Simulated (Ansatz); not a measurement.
**SiH (quartet): one geometry, many settings**

Aim: run SiH (quartet) at one geometry under a spread of methods and options, and see what each costs and gives.

Program: Ansatz 0.2.0, Gaussian basis. Level of theory: the settings change from run to run. These are calculated values, not measurements.

14 further runs of the same task are left out: 6 that didn't finish, 8 set aside as unsound or not needed.

## Step 1: The geometry

The geometry is a PBE0/def2-TZVPD stationary point (not a proven minimum) of the parent state, kept for this charge and spin.

2 atoms, charge 0, spin multiplicity 4.

Atoms are counted from 1 here; the program's logs count them from 0.

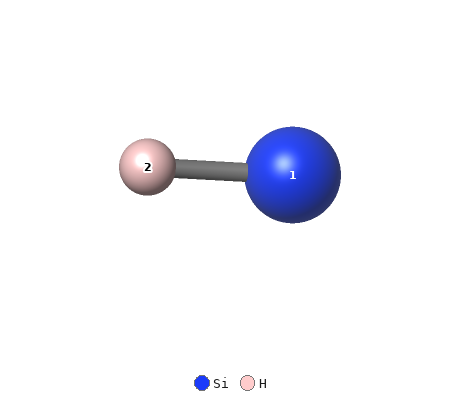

The geometry (silicon blue, hydrogen pink); atoms are numbered from 1 in the order of the file.

Coordinates:

```xyz
2
charge 0, multiplicity 4
Si    0.00000    0.00000    0.00000
H     0.00000    0.00000    1.55940
```

## Step 2: CCSD on ROHF/6-31G*

in.yaml

```yaml
crystal:
  periodic: [false, false, false]
  atoms:
    - {symbol: Si, position_ang: [0.000000, 0.000000, 0.000000]}
    - {symbol: H, position_ang: [0.000000, 0.000000, 1.559400]}
basis:
  gaussian: {orbitals: "6-31G*"}
magnetization: {spin_polarized: false, initial_magnetization: 3}
correlation: {method: ccsd, electrons: valence}
scf: {lower_state_search: off}
```

Command:

```bash
$ ansatz run in.yaml --threads 1 --pin off --events-out ev --progress --plain --max-ram 2393MiB
```

The program printed (excerpt; [...] marks lines left out):

```text
Functional definition: HF
  name "HF"
  cite "Fock, Z. Phys. 61, 126 (1930) doi:10.1007/BF01340294"
  parent pbe
[...]
197 factors; integrals over basis functions are off by at most 1.0e-3 eV
[...]
mean field -7874.22871991 eV, -289.3725681127 hartree, gradient 1.2e-6 eV, S^2 3.750000; 0 other end points of the search recorded, 0 dependent functions left out
5 core orbitals not correlated: weight in the atoms' cores, before any rotation towards them, 1.000 or more for the frozen orbitals, at most 0.000 for the correlated occupied ones
reference -7874.22871991 eV, -289.3725681127 hartree; 4, 1 occupied and 12, 15 virtual orbitals, 197 factors
second order -1.08723043 eV of doubles, -0.01793286 eV of singles
cycle   1  -1.37245173 eV  change   -2.7e-1 eV  update   5.2e-2
[...]
cycle  11  -1.53960867 eV  change   -8.1e-7 eV  update   6.0e-7
Total energy: -7875.76832858 eV, -289.4291476878 hartree
Checks for a lower state left out: stability, starts, cluster_reference, orbital_swaps, neighbouring_geometries, increment
```

Run time: 0.98 s. Hardware: 1 thread of AMD EPYC, shared host.

From the report: correlation -1.5396 eV; T1 0.033; largest double amplitude 0.09.

## Step 3: NEVPT2(3,6)/aug-cc-pVDZ

in.yaml

```yaml
crystal:
  periodic: [false, false, false]
  atoms:
    - {symbol: Si, position_ang: [0.000000, 0.000000, 0.000000]}
    - {symbol: H, position_ang: [0.000000, 0.000000, 1.559400]}
basis:
  gaussian: {orbitals: aug-cc-pVDZ}
magnetization: {spin_polarized: false, initial_magnetization: 3}
hamiltonian: {pseudopotentials: {relativity: scalar}}
correlation: {method: sc_nevpt2, electrons: outside_noble_gas, active_space: {window: {electrons: 3, orbitals: 6}}}
```

The command is unchanged.

The program printed:

```text
Functional definition: HF
  name "HF"
  cite "Fock, Z. Phys. 61, 126 (1930) doi:10.1007/BF01340294"
  parent pbe
  exchange = exact_x
  correlation = 0
363 factors; integrals over basis functions are off by at most 1.0e-3 eV
mean field evaluation 1: about -7888.5315 eV, gradient 6.2e0 eV
mean field evaluation 2: about -7888.5316 eV, gradient 6.2e0 eV
mean field evaluation 4: about -7889.4083 eV, gradient 1.4e0 eV
mean field evaluation 8: about -7889.5132 eV, gradient 1.1e-3 eV
mean field -7889.51324710 eV, -289.9342641267 hartree, gradient 2.7e-6 eV, S^2 3.750000; 0 other end points of the search recorded, 0 dependent functions left out
reference -7889.51324710 eV, -289.9342641267 hartree; 9, 6 occupied and 27, 30 virtual orbitals, 363 factors
state -7889.70032855 eV, -289.9411392431 hartree
state -7889.70032855 eV, -289.9411392431 hartree; corrected -7891.03506734 eV, -289.9901899890 hartree
Total energy: -7891.03506734 eV, -289.9901899890 hartree
Relativity: scalar
```

Wall time 2.4 s (1 thread of AMD EPYC, shared host).

From the report: 8 determinants; active occupations 1.00, 1.00, 0.99, 0.01, 0.00, 0.00.

## Step 4: CCSDT(Q) on UHF/6-31G

in.yaml

```yaml
crystal:
  periodic: [false, false, false]
  atoms:
    - {symbol: Si, position_ang: [0.000000, 0.000000, 0.000000]}
    - {symbol: H, position_ang: [0.000000, 0.000000, 1.559400]}
basis:
  gaussian: {orbitals: 6-31G}
magnetization: {spin_polarized: true, initial_magnetization: 3}
correlation: {method: ccsdt_q, electrons: outside_noble_gas}
output: {forces: true}
```

Same command.

The program printed (excerpt; [...] marks lines left out):

```text
Functional definition: HF
  name "HF"
  cite "Fock, Z. Phys. 61, 126 (1930) doi:10.1007/BF01340294"
  parent pbe
[...]
287 factors; integrals over basis functions are off by at most 3.4e-8 eV
[...]
mean field -7873.94688942 eV, -289.3622110331 hartree, gradient 1.8e-6 eV, S^2 3.751369; 0 other end points of the search recorded, 0 dependent functions left out
5 core orbitals not correlated: weight in the atoms' cores, before any rotation towards them, 1.000 or more for the frozen orbitals, at most 0.000 for the correlated occupied ones
reference -7873.94688942 eV, -289.3622110331 hartree; 4, 1 occupied and 6, 9 virtual orbitals, 287 factors
second order -0.57599955 eV of doubles, -0.00000000 eV of singles
cycle   1  -0.76338088 eV  change   -1.9e-1 eV  update   4.4e-2
[...]
cycle  11  -0.90189392 eV  change   -1.7e-7 eV  update   5.8e-7
perturbative correction -0.00024962 eV, -0.0000091735 hartree
[...]
Total energy: -7874.84903296 eV, -289.3953641969 hartree
Atom 0 at     0.000000     0.000000     0.000000 Å, force     0.000000     0.000000     0.434263 eV/Å
Atom 1 at     0.000000     0.000000     1.559400 Å, force     0.000000    -0.000000    -0.434263 eV/Å
Dipole moment:    -0.000000    -0.000000    -0.060112 e Å
```

Run time: 5.5 s. Hardware: 1 thread of AMD EPYC, shared host.

From the report: ⟨S²⟩ of the determinant 3.751 (pure quartet: 3.75); correlation -0.9021 eV; T1 0.011; largest double amplitude 0.09.

## Step 5: HF/6-31G

in.yaml

```yaml
crystal:
  periodic: [false, false, false]
  atoms:
    - {symbol: Si, position_ang: [0.000000, 0.000000, 0.000000]}
    - {symbol: H, position_ang: [0.000000, 0.000000, 1.559400]}
basis:
  gaussian: {orbitals: 6-31G}
magnetization: {spin_polarized: false, initial_magnetization: 3}
hamiltonian: {xc: hf}
output: {orbitals: {seedname: orbitals}}
```

Same command.

The program printed:

```text
Functional definition: HF
  name "HF"
  cite "Fock, Z. Phys. 61, 126 (1930) doi:10.1007/BF01340294"
  parent pbe
  exchange = exact_x
  correlation = 0
172 factors; integrals over basis functions are off by at most 2.1e-4 eV
mean field evaluation 1: about -7873.1713 eV, gradient 6.3e0 eV
mean field evaluation 2: about -7873.1719 eV, gradient 6.3e0 eV
mean field evaluation 4: about -7873.8762 eV, gradient 1.1e0 eV
mean field evaluation 8: about -7873.9339 eV, gradient 2.3e-5 eV
mean field -7873.93394528 eV, -289.3617353448 hartree, gradient 6.4e-5 eV, S^2 3.750000; 0 other end points of the search recorded, 0 dependent functions left out
reference -7873.93394528 eV, -289.3617353448 hartree; 9, 6 occupied and 6, 9 virtual orbitals, 172 factors
Total energy: -7873.93394528 eV, -289.3617353448 hartree
```

Run time: 0.41 s. Hardware: 1 thread of AMD EPYC, shared host.

## Step 6: BCCD(T) on ROHF/cc-pVDZ

in.yaml

```yaml
crystal:
  periodic: [false, false, false]
  atoms:
    - {symbol: Si, position_ang: [0.000000, 0.000000, 0.000000]}
    - {symbol: H, position_ang: [0.000000, 0.000000, 1.559400]}
basis:
  gaussian: {orbitals: cc-pVDZ}
magnetization: {spin_polarized: false, initial_magnetization: 3}
correlation: {method: bccd_t, electrons: outside_noble_gas}
scf: {lower_state_search: off}
```

Launched as before.

The program printed (excerpt; [...] marks lines left out):

```text
Functional definition: HF
  name "HF"
  cite "Fock, Z. Phys. 61, 126 (1930) doi:10.1007/BF01340294"
  parent pbe
[...]
229 factors; integrals over basis functions are off by at most 1.3e-3 eV
[...]
mean field -7874.74036086 eV, -289.3913705708 hartree, gradient 2.0e-6 eV, S^2 3.750000; 0 other end points of the search recorded, 0 dependent functions left out
5 core orbitals not correlated: weight in the atoms' cores, before any rotation towards them, 1.000 or more for the frozen orbitals, at most 0.000 for the correlated occupied ones
reference -7874.74036086 eV, -289.3913705708 hartree; 4, 1 occupied and 14, 17 virtual orbitals, 229 factors
second order -1.37381709 eV of doubles, -0.01869522 eV of singles
cycle   1  -1.72307183 eV  change   -3.3e-1 eV  update   5.2e-2
[...]
cycle  11  -1.88279167 eV  change   -5.1e-7 eV  update   2.2e-6
perturbative correction -0.04642722 eV, -0.0017061687 hartree
Total energy: -7876.66957975 eV, -289.4622680573 hartree
Checks for a lower state left out: stability, starts, cluster_reference, orbital_swaps, neighbouring_geometries, increment
```

Wall time 1.1 s (1 thread of AMD EPYC, shared host).

From the report: correlation -1.9292 eV; largest double amplitude 0.08.

## Step 7: NEVPT4(SD)(5,7)/aug-cc-pVDZ

in.yaml

```yaml
crystal:
  periodic: [false, false, false]
  atoms:
    - {symbol: Si, position_ang: [0.000000, 0.000000, 0.000000]}
    - {symbol: H, position_ang: [0.000000, 0.000000, 1.559400]}
basis:
  gaussian: {orbitals: aug-cc-pVDZ}
magnetization: {spin_polarized: false, initial_magnetization: 3}
correlation: {method: fic_nevpt4_sd, electrons: outside_noble_gas, active_space: {window: {electrons: 5, orbitals: 7}, states: [{multiplicity: 4, weights: [0.5, 1, 0.5]}]}}
accuracy: high
```

Same command.

The program printed (excerpt; [...] marks lines left out):

```text
Functional definition: HF
  name "HF"
  cite "Fock, Z. Phys. 61, 126 (1930) doi:10.1007/BF01340294"
  parent pbe
[...]
609 factors; integrals over basis functions are off by at most 3.8e-9 eV
[...]
mean field -7874.75897869 eV, -289.3920547636 hartree, gradient 7.7e-9 eV, S^2 3.750000; 0 other end points of the search recorded, 0 dependent functions left out
reference -7874.75897869 eV, -289.3920547636 hartree; 9, 6 occupied and 27, 30 virtual orbitals, 609 factors
state -7875.41614507 eV, -289.4162051824 hartree
state -7871.17708741 eV, -289.2604226870 hartree
state -7871.08314735 eV, -289.2569704532 hartree
state -7875.41614507 eV, -289.4162051824 hartree; corrected -7876.74147264 eV, -289.4649100725 hartree
state -7871.17708741 eV, -289.2604226870 hartree; corrected -7872.47384631 eV, -289.3080776976 hartree
state -7871.08314735 eV, -289.2569704532 hartree; corrected -7872.46060100 eV, -289.3075909413 hartree
Total energy: -7873.53744157 eV, -289.3471641022 hartree
```

Run time: 6 s. Hardware: 1 thread of AMD EPYC, shared host.

From the report: 124 determinants; active occupations (of the averaged states) 1.94, 1.01, 0.76, 0.74, 0.52, 0.01, 0.01.

## Step 8: NEVPT4(SD)(15,9)/6-31G

in.yaml

```yaml
crystal:
  periodic: [false, false, false]
  atoms:
    - {symbol: Si, position_ang: [0.000000, 0.000000, 0.000000]}
    - {symbol: H, position_ang: [0.000000, 0.000000, 1.559400]}
basis:
  gaussian: {orbitals: 6-31G}
magnetization: {spin_polarized: false, initial_magnetization: 3}
correlation: {method: fic_nevpt4_sd, electrons: all, active_space: {window: {electrons: 15, orbitals: 9}, states: [{multiplicity: 4, weights: [0.5, 1]}], root: 1}}
```

Same command.

The program printed:

```text
Functional definition: HF
  name "HF"
  cite "Fock, Z. Phys. 61, 126 (1930) doi:10.1007/BF01340294"
  parent pbe
  exchange = exact_x
  correlation = 0
287 factors; integrals over basis functions are off by at most 3.4e-8 eV
mean field evaluation 1: about -7873.1712 eV, gradient 6.3e0 eV
mean field evaluation 2: about -7873.1719 eV, gradient 6.3e0 eV
mean field evaluation 4: about -7873.8763 eV, gradient 1.1e0 eV
mean field evaluation 8: about -7873.9340 eV, gradient 7.3e-6 eV
mean field -7873.93397168 eV, -289.3617363150 hartree, gradient 1.0e-6 eV, S^2 3.750000; 0 other end points of the search recorded, 0 dependent functions left out
reference -7873.93397168 eV, -289.3617363150 hartree; 9, 6 occupied and 6, 9 virtual orbitals, 287 factors
state -7873.72794730 eV, -289.3541650589 hartree
state -7867.69293662 eV, -289.1323825071 hartree
state -7873.72794730 eV, -289.3541650589 hartree; corrected -7874.87758408 eV, -289.3964134311 hartree
state -7867.69293662 eV, -289.1323825071 hartree; corrected -7869.57242649 eV, -289.2014524858 hartree
Total energy: -7869.57242649 eV, -289.2014524858 hartree
```

Wall time 6.5 s (1 thread of AMD EPYC, shared host); peak memory 0.33 GiB.

From the report: 20 determinants; active occupations (of the averaged states) 2.00, 2.00, 2.00, 2.00, 2.00, 1.67, 1.33, 1.00, 1.00.

## Step 9: BCCD(T)/def2-mTZVP

in.yaml

```yaml
crystal:
  periodic: [false, false, false]
  atoms:
    - {symbol: Si, position_ang: [0.000000, 0.000000, 0.000000]}
    - {symbol: H, position_ang: [0.000000, 0.000000, 1.559400]}
basis:
  gaussian: {orbitals: def2-mTZVP}
magnetization: {spin_polarized: false, initial_magnetization: 3}
hamiltonian: {xc: {name: PBE}}
correlation: {method: bccd_t, electrons: all}
```

Same command.

The program printed (excerpt; [...] marks lines left out):

```text
Functional definition: PBE
  name "PBE"
  cite "Perdew, Burke & Ernzerhof, Phys. Rev. Lett. 77, 3865 (1996) doi:10.1103/PhysRevLett.77.3865"
  parent pbe
[...]
218 factors; integrals over basis functions are off by at most 7.6e-4 eV
[...]
mean field -7885.11023015 eV, -289.7724562383 hartree, gradient 1.2e-6 eV, S^2 3.750000; 0 other end points of the search recorded, 0 dependent functions left out
[...]
reference -7874.41000705 eV, -289.3792302922 hartree; 9, 6 occupied and 16, 19 virtual orbitals, 218 factors
second order -2.18347114 eV of doubles, -0.22201827 eV of singles
cycle   1  -2.59268456 eV  change   -1.9e-1 eV  update   4.3e-2
[...]
cycle   9  -2.70853144 eV  change   -3.6e-7 eV  update   7.0e-6
perturbative correction -0.05583301 eV, -0.0020518254 hartree
Total energy: -7877.17437150 eV, -289.4808188120 hartree
```

Wall time 2.8 s (1 thread of AMD EPYC, shared host).

From the report: correlation -2.7644 eV; largest double amplitude 0.08.

## Step 10: CASSCF(3,4)/STO-3G

in.yaml

```yaml
crystal:
  periodic: [false, false, false]
  atoms:
    - {symbol: Si, position_ang: [0.000000, 0.000000, 0.000000]}
    - {symbol: H, position_ang: [0.000000, 0.000000, 1.559400]}
basis:
  gaussian: {orbitals: STO-3G}
magnetization: {spin_polarized: false, initial_magnetization: 3}
correlation: {active_space: {window: {electrons: 3, orbitals: 4}}}
output: {forces: true}
```

The command is unchanged.

The program printed:

```text
Functional definition: HF
  name "HF"
  cite "Fock, Z. Phys. 61, 126 (1930) doi:10.1007/BF01340294"
  parent pbe
  exchange = exact_x
  correlation = 0
102 factors; integrals over basis functions are off by at most 1.3e-5 eV
mean field evaluation 1: about -7781.6839 eV, gradient 5.1e0 eV
mean field evaluation 2: about -7781.6874 eV, gradient 5.1e0 eV
mean field evaluation 4: about -7782.2318 eV, gradient 1.5e0 eV
mean field evaluation 8: about -7782.3198 eV, gradient 3.9e-3 eV
mean field -7782.31981439 eV, -285.9949781331 hartree, gradient 2.1e-6 eV, S^2 3.750000; 0 other end points of the search recorded, 0 dependent functions left out
reference -7782.31981439 eV, -285.9949781331 hartree; 9, 6 occupied and 1, 4 virtual orbitals, 102 factors
state -7782.31981439 eV, -285.9949781331 hartree
the calculation of the forces begins
Total energy: -7782.31981439 eV, -285.9949781331 hartree
Atom 0 at     0.000000     0.000000     0.000000 Å, force    -0.000000    -0.000000     2.922207 eV/Å
Atom 1 at     0.000000     0.000000     1.559400 Å, force     0.000000     0.000000    -2.922207 eV/Å
Dipole moment:    -0.000000    -0.000000    -0.239737 e Å
```

Wall time 0.39 s (1 thread of AMD EPYC, shared host).

From the report: 4 determinants; active occupations 1.00, 1.00, 1.00, 0.00. With so small a space the active step adds no correlation: the energy is the mean field's.

## Step 11: The runs in one table

```
                                                level         correlated  functions  energy (eV)    time
                                  CCSD on ROHF/6-31G*            valence         21   -7875.7683  0.98 s
             NEVPT2(3,6)/aug-cc-pVDZ (relativity set)  outside noble gas         36   -7891.0351   2.4 s
                                CCSDT(Q) on UHF/6-31G  outside noble gas         15   -7874.8490   5.5 s
                                             HF/6-31G                            15   -7873.9339  0.41 s
                              BCCD(T) on ROHF/cc-pVDZ  outside noble gas         23   -7876.6696   1.1 s
 NEVPT4(SD)(5,7)/aug-cc-pVDZ (mean of several states)  outside noble gas         36   -7873.5374     6 s
NEVPT4(SD)(15,9)/6-31G (excited root 1 of an average)                all         15   -7869.5724   6.5 s
                 BCCD(T)/def2-mTZVP (on PBE orbitals)                all         25   -7877.1744   2.8 s
                                   CASSCF(3,4)/STO-3G                            10   -7782.3198  0.39 s
```

## Step 12: What came out

| quantity | value |
| --- | --- |
| runs | 9 |
| quickest | CASSCF(3,4)/STO-3G, 0.39 s |
| slowest | NEVPT4(SD)(15,9)/6-31G (excited root 1 of an average), 6.5 s |

What this shows: Total energies in different bases, with other cores or another treatment of relativity can't be set against each other. NEVPT4(SD)(15,9)/6-31G (excited root 1 of an average) took 17 times as long as CASSCF(3,4)/STO-3G; the jobs differ in more than the method.
